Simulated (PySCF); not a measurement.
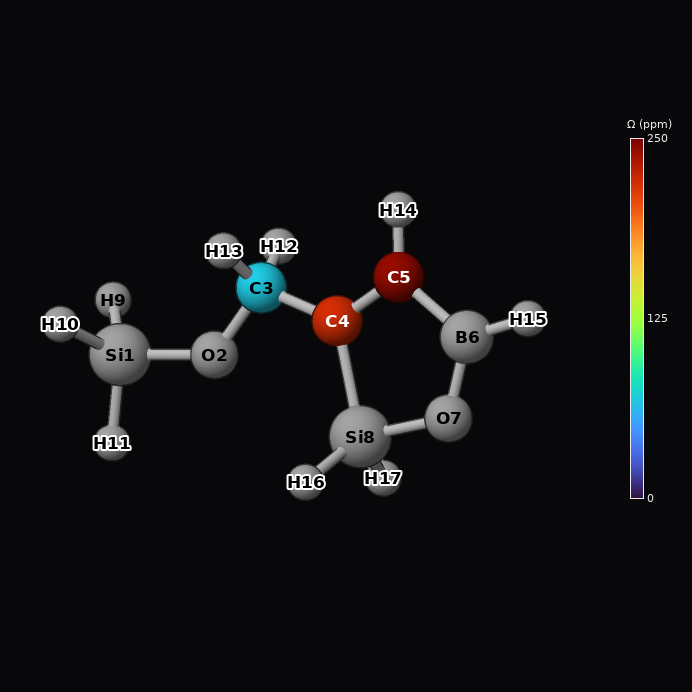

The C atoms are coloured by the span of their shielding tensor. The geometry was computed by an optimisation with GFN2-xTB. No frequency run is at hand to confirm it as a minimum. Method: GIAO PBE0/pcSseg-1 NMR shielding, non-relativistic, gas phase (PySCF 2.14.0). Principal shieldings σ11 ≤ σ22 ≤ σ33, span Ω = σ33 − σ11, skew κ = 3(σiso − σ22)/Ω.

Which C atom has the most anisotropic shielding?

C5, with a span of 243 ppm.

Give the shielding tensors of the C atoms.

```json
{"atom": "C3", "σ11": "86.9", "σ22": "104.7", "σ33": "155.1", "σiso": "115.6", "Ω": "68.2", "κ": "0.48"}
{"atom": "C4", "σ11": "−103.6", "σ22": "−27.3", "σ33": "116.7", "σiso": "−4.7", "Ω": "220.3", "κ": "0.31"}
{"atom": "C5", "σ11": "−73.2", "σ22": "15.6", "σ33": "169.4", "σiso": "37.3", "Ω": "242.6", "κ": "0.27"}
```

Shieldings and span in ppm.

The geometry is semi-empirical. Around B, Si such bond lengths and angles can be off by a tenth of an ångström or more and by several degrees, and values that hang on the shape move with them.
